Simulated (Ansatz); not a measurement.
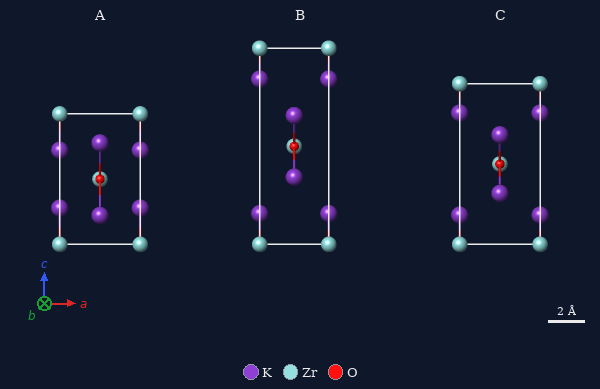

3 geometries from one relaxation of a crystal of K₂ZrO₂ (a generated structure, set up in Immm) (coarse preliminary run), in shuffled order. The picture is a ball-and-stick view of the conventional cell (2 times the calculation's cell), seen along the b axis. Lengths and directions refer to the drawn axes.

Theory: DFT PBE, scalar-relativistic, plane waves, PAW in Ansatz. Settings: plane-wave cutoff 420 eV; k-point mesh 4 × 4 × 4; occupations gaussian; smearing width 0.1 eV; no spin polarisation; cell and atoms relaxed; force threshold 0.04 eV/Å; at most 70 steps.

Q: Order the frames from highest to lowest energy.

A: A, C, B. They are steps 0, 10, 22, at +991 meV per atom, +76.4 meV per atom relative to the last. After 18 accepted moves (22 points after the start) the energy has fallen by 991 meV per atom. The largest force component goes from 4.6 to 0.029 eV/Å. Pressure: −1.62 GPa at the start and 0.06 GPa at the end. The SCF was repeated 4 times at an unchanged geometry on a basis and grid sized afresh for the cell, which shifted the energy by 64.8 meV per atom at most. The largest moves relative to the cell, 1.33 Å, are those of K atoms. By element the largest moves are K 1.33 Å, O 0.35 Å. Zr stays in place. The drawn cell changes as follows: a 4.506 → 3.863 Å (−14.3 %), b 7.276 → 7.558 Å (+3.9 %), c 7.294 → 10.966 Å (+50.3 %); the volume changes by +33.9 %. Some distances before and after: K–K 3.240 → 7.521 Å, K–Zr 2.775 → 4.228 Å, K–K 4.055 → 3.445 Å, O–Zr 2.200 → 1.938 Å. Among the angles between lasting bonds that change: K–O–K 109.3° → 86.2°, O–K–O 70.7° → 93.8°, K–O–Zr 125.4° → 136.9°. The space group stays Immm (No. 71). Cost: 120 s on 1 thread of Intel(R) Xeon(R) Platinum 8259CL CPU @ 2.50GHz (Skylake/Cascade Lake), with other jobs on the host, peak memory 0.53 GiB.
